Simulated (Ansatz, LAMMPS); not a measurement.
# Localised basis functions on amorphous carbon (64 atoms), part 2 of 2

Wanted: errors and times of a linear-scaling basis for amorphous carbon (64 atoms). A setting counts as converged where the r.m.s. difference of forces stays under 1 % of the r.m.s. force.

Ansatz 0.2.0; Kohn-Sham DFT, PBE, PAW (set soft_2), plane waves.

The cell: 64 C. The quench rate of 100 K/ps is orders of magnitude faster than experiment. The starting topology of bonds comes from the classical model. The Brillouin zone is sampled at Γ only, in a cell whose shortest periodic width is 8 Å.

So far. Step 3 (Plane-wave single point): Intrinsic-atomic-orbital charges run from -0.09 to +0.08 e. Within 0.4 eV of the Fermi level the largest share is C p (93 % of the projected weight).

## (4) Structure statistics

These statistics describe the geometry on which the runs were made.

Density 2.92 g/cm³, 6.833 Å³ an atom.

Pair distribution function in bins of 0.2 Å:

| r (Å) | total |
| --- | --- |
| 1.30 | 0.14 |
| 1.50 | 3.82 |
| 1.70 | 0.06 |
| 1.90 | 0.00 |
| 2.10 | 0.11 |
| 2.30 | 0.70 |
| 2.50 | 2.24 |
| 2.70 | 1.21 |
| 2.90 | 1.10 |
| 3.10 | 0.86 |
| 3.30 | 0.96 |
| 3.50 | 0.87 |
| 3.70 | 1.22 |

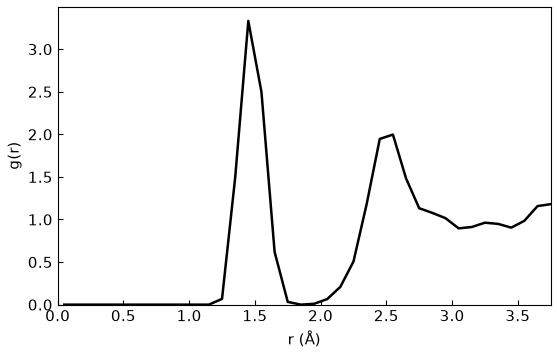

Pair distribution functions, lightly smoothed.

Bonds by pair of elements; cutoffs follow the first minimum of g(r), held within bounds set by covalent radii, and pairs that aren't listed don't count as bonded:

| pair A-B | cutoff (Å) | bonds | mean length (Å) | spread (Å) | shortest (Å) | B about A | A about B |
| --- | --- | --- | --- | --- | --- | --- | --- |
| C-C | 1.85 | 104 | 1.48 | 0.05 | 1.39 | 3.25 | 3.25 |

How many atoms have how many bonded neighbours:

| element | mean | 2 | 3 | 4 |
| --- | --- | --- | --- | --- |
| C | 3.25 | 1 | 46 | 17 |

Bond angles, per cent of each kind in bins of 5°:

| angle (°) | C-C-C |
| --- | --- |
| 85–90 | 0.4 |
| 90–95 | 1.2 |
| 95–100 | 3.3 |
| 100–105 | 9.1 |
| 105–110 | 8.7 |
| 110–115 | 19.5 |
| 115–120 | 31.1 |
| 120–125 | 21.2 |
| 125–130 | 4.6 |
| 130–135 | 0.8 |

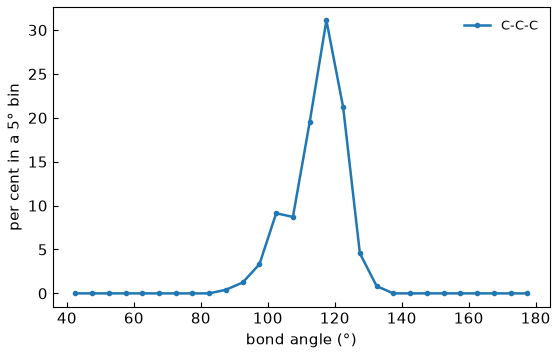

Distributions of the most common bond angles.

Bond angles (no mean is given where the spread exceeds 20°):

| angle | count | mean (°) | spread (°) |
| --- | --- | --- | --- |
| C-C-C | 241 | 115 | 7.8 |

Bond length by coordination (bonds to H left out):

| element | coordination | atoms | mean bond length (Å) |
| --- | --- | --- | --- |
| C | 2 | 1 | 1.47 |
| C | 3 | 46 | 1.47 |
| C | 4 | 17 | 1.51 |

Rings of the network by King's shortest-path rule, up to 12 atoms, one path for each pair of neighbours; H, halogens, alkali and alkaline-earth atoms are left out, and the last column divides by all other atoms, bonded or not:

| ring size (atoms) | rings | per network atom |
| --- | --- | --- |
| 5 | 3 | 0.047 |
| 6 | 13 | 0.203 |
| 7 | 13 | 0.203 |
| 8 | 8 | 0.125 |
| 9 | 16 | 0.25 |
| 10 | 7 | 0.109 |

By these cutoffs 72 % of C atoms have 3 bonded neighbours. The C-C-C angle averages 115° with a spread of 8°. Read as hybridisation, 27 % of the carbon is sp3 and 72 % sp2. Bonds at C atoms with 3 neighbours average 1.47 Å, against 1.51 Å at those with 4. Rings of 9 atoms are the most common (27 % of those counted); sizes run from 5 to 10.

Local excerpt of 10 atoms (numbers count through the whole input) about C12, whose charge lies farthest from its element's mean; x, y, z are measured from there.

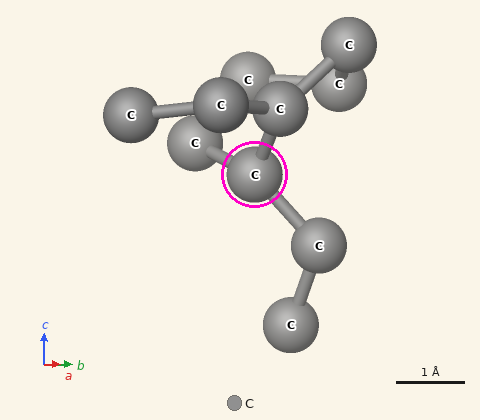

The atoms of the table, within 2.5 Å (arrows a, b, c point along x, y, z); some may hide others; the central atom is ringed.

| atom | x | y | z | distance (Å) | bonds | intrinsic-atomic-orbital charge (e) | Fx | Fy | Fz (eV/Å) |
| --- | --- | --- | --- | --- | --- | --- | --- | --- | --- |
| C12 | 0.00 | 0.00 | 0.00 | 0.00 | 3 | -0.09 | -1.47 | 0.99 | -2.38 |
| C35 | 0.99 | -0.08 | 0.99 | 1.40 | 3 | 0.05 | 0.13 | -0.05 | 1.95 |
| C46 | 0.31 | 0.93 | -1.04 | 1.43 | 3 | 0.02 | 1.08 | 0.34 | -0.09 |
| C38 | -1.40 | -0.30 | 0.45 | 1.50 | 3 | -0.05 | -0.38 | -3.63 | 0.35 |
| C49 | -0.52 | 1.64 | 1.37 | 2.20 | 3 | 0.04 | 0.94 | 1.57 | 0.03 |
| C17 | -1.77 | 0.75 | 1.41 | 2.38 | 4 | 0.03 | 0.89 | 0.14 | -1.35 |
| C60 | 1.65 | -1.40 | 1.03 | 2.40 | 4 | 0.02 | 1.22 | -0.86 | -1.27 |
| C15 | 0.91 | 1.08 | 1.95 | 2.41 | 4 | 0.00 | -1.12 | -0.26 | -1.57 |
| C2 | -0.46 | 0.87 | -2.23 | 2.44 | 3 | -0.05 | 0.61 | 1.03 | 2.16 |
| C50 | 0.45 | -2.29 | 0.86 | 2.49 | 2 | -0.07 | 0.29 | -2.88 | -0.72 |

The column of bonds counts only the pairs C-C within 1.85 Å; other neighbours, such as metal atoms beside each other in a compound, aren't counted, and periodic images can show an atom twice.

## (5) Support functions medium

The cell is solved in localised support functions.

This step: Kohn-Sham DFT, PBE, PAW (set soft_2), localised support functions (medium) (Ansatz 0.2.0).

Contents of input.yaml:

```yaml
crystal:
  lattice:
    - [7.5903, 0.0, 0.0]
    - [0.0, 7.5903, 0.0]
    - [0.0, 0.0, 7.5903]
  atoms:
    [... the 64 atom lines of step 3 ...]
kpoints:
  mp_grid: { grid: [1, 1, 1] }
hamiltonian:
  xc: pbe
scf:
  occupations: { method: gaussian, width: 0.05 }
  eigensolver: { kind: { support_functions: { accuracy: medium } } }
  max_iter: 150
output:
  forces: true
  eigenvalues: true
```

On the command line:

```sh
$ ansatz run input.yaml --threads 8 --pin off --max-ram 15872MiB --backend cpu --events-out ev --progress --plain --runs-dir out
```

Numbers of over 12 decimals in the logs are rounded to 6 here.

What it wrote:

```text
Warning: scf.eigensolver.kind.support_functions: disabling space-group detection — the functions' gradient is summed over unrotated k-points, so no spatial operation reduces the k-mesh or symmetrises the density; time reversal is kept, so that k and −k are solved as one point where they differ and the mesh holds both, and exact exchange and, on two spinor components, a DFT+U term hold to it where the run has them: [...]
settings of this run that can trade accuracy for cost: scf.eigensolver.kind.support_functions [...]
[...]
Crystal: 64 atoms, lattice volume = 437.297 Å³
Basis set: ecut = 420 eV, 8409 PW (Γ), exchange–correlation on 108×108×108 points (8 copies of the dense FFT grid, shifted against one another)
Bands: 154, of which v1, the nominal top of the filled ones, is band 128 counted from 1 (127 counted from 0)
Symmetry: 1 space group operations
k-points: 1
[...]
SCF iter   1: F=—  HF=-16000.370277 eV  |F-HF|=—  |Δ(HF+E_count)|=         —  Δρ=1.17e-1  dr2=5.23e1  ethr=1.00e-1
[...]
SCF iter  14: F=-15999.559158 eV  HF=-15999.559158 eV  |F-HF|=2.30e-7  |Δ(HF+E_count)|=   2.79e-5  Δρ=1.21e-5  dr2=8.23e-7  ethr=2.49e-9
SCF 1 converged in 14 iterations: F = -15999.559335 eV  dr2 = 8.23e-7
[...]
SCF converged after 14 iterations
Stability not checked: this state was not tested for a lower state beside it, because the mixer in use, unlike msr1, does not test its closes by its own steps (another_mixer; see scf.mixing.algorithm and scf.lower_state_search)
Free energy (F): -15999.559335 eV
[...]
Internal energy: -15999.541107 eV  (E = F + TS)
E sigma→0 (E₀):  -15999.550221 eV
Entropy (-TS):   -0.018228 eV (-0.285 meV/atom)
Fermi energy:    10.785461 eV
[...]
--- Forces (eV/Å), atoms counted from 1 ---
  atom   1  C     -0.20095080     0.33644442    -0.65206914
  atom   2  C      0.61329049     1.03095201     2.16334295
  atom   3  C      1.20702640     2.08938039     3.29009989
  atom   4  C     -3.01728261    -1.33293943    -0.48928288
  atom   5  C     -2.22921189    -0.62369667     1.03617516
  atom   6  C      0.05304062    -0.55708191     0.25254312
  atom   7  C      1.30277543    -0.18459009     0.72653385
  atom   8  C     -1.55606011     0.80242374     0.75417731
  atom   9  C     -1.82608642    -1.36859319    -2.40420507
  atom  10  C      1.30641080     0.31829668    -1.52799952
  atom  11  C     -2.45096173     1.10640121    -0.82155889
  atom  12  C     -1.46734449     0.98998632    -2.37790345
  atom  13  C     -1.64492920    -0.32374137     2.35693666
  atom  14  C      0.17093919     2.14134189     1.03117434
[...]
atom  63  C      3.44590205     0.52457642     2.44523123
  atom  64  C     -2.84375654    -2.05855982    -3.50389468
  max |Σ_I F_I| component: 2.18e-3 eV/Å
--- Band table (eV) ---
[...]
```

Wall time 25 s (8 threads of AMD EPYC 7R43, shared host); peak memory 1.5 GiB; 3.1 min of CPU time.

The program notes that the band table was not solved further than the SCF left it and it switched symmetry off.

Keys that differ from the reference: support_functions.accuracy = "medium" and scf.max_iter = 150.

Forces differ from the reference by 1.4 meV/Å r.m.s., 0.097 % of their size, well within a tolerance of 1 %; the energy by -4.2 meV/atom.

## (6) The ladder side by side

Each row is set against the plane-wave reference (Kohn-Sham DFT, PBE, PAW (set soft_2), plane waves; r.m.s. force component 1.42 eV/Å). Energies are set beside the reference only for runs with its functional, potentials and electron count. Times are for 8 threads of AMD EPYC 7R43, shared host. The reference's time includes the DOS, the stress and grids, which some other runs skip.

| run | Δ force, r.m.s. (meV/Å) | share of r.m.s. force (%) | Δ energy (meV/atom) | cycles | time | host memory (GiB) |
| --- | --- | --- | --- | --- | --- | --- |
| reference | - | - | - | 9 | 2.6 s | 0.63 |
| support functions medium | 1.39 | 0.0974 | -4.19 | 14 | 25 s | 1.5 |

## (7) Results

```yaml
free_energy_per_atom: -249.9889 eV/atom
pressure: 7.843 GPa
r_m_s_force_component: 1.425 eV/Å
wall_time_of_the_2_dft_runs: 27 s
```

In words: Against plane waves at 420 eV, the forces differ by 1.4 meV/Å (0.097 %) with support functions medium. At 64 atoms the run with support functions medium takes roughly 9.6 times the time of plane waves (whose run also made extra analyses, so the like-for-like ratio is larger), in 14 SCF cycles against 9. Differences between support functions and plane waves include what basis error the plane-wave run still has.

Counting bands leaves a spacing of only 0.11 eV (at Γ alone), which the smearing bridges: 2 levels are partly filled by over 2 %, so a gap, if any, is small at this level. With the cutoffs above, 72 % of C atoms have 3 bonded neighbours. Read as hybridisation, 27 % of the carbon is sp3 and 72 % sp2.

What to keep in mind: The geometry was minimised with a classical potential after classical dynamics and isn't relaxed at this level: its force components are 1.4 eV/Å r.m.s. The stress is far from hydrostatic: its diagonal is 4.0, 8.3, 11.3 GPa, compression counted positive. The pressure of 7.8 GPa belongs to a cell and atoms that aren't relaxed at this level.

[Logs are printed without paths, hosts, clocks, repeated set-up lines and the standing remarks that a program may print on its own settings, such as how far it seeks lower states.]

[Hosts, paths, dates, database ids (printed as entryN), source tags and the programs' standing remarks are cut or masked in the printed files.]
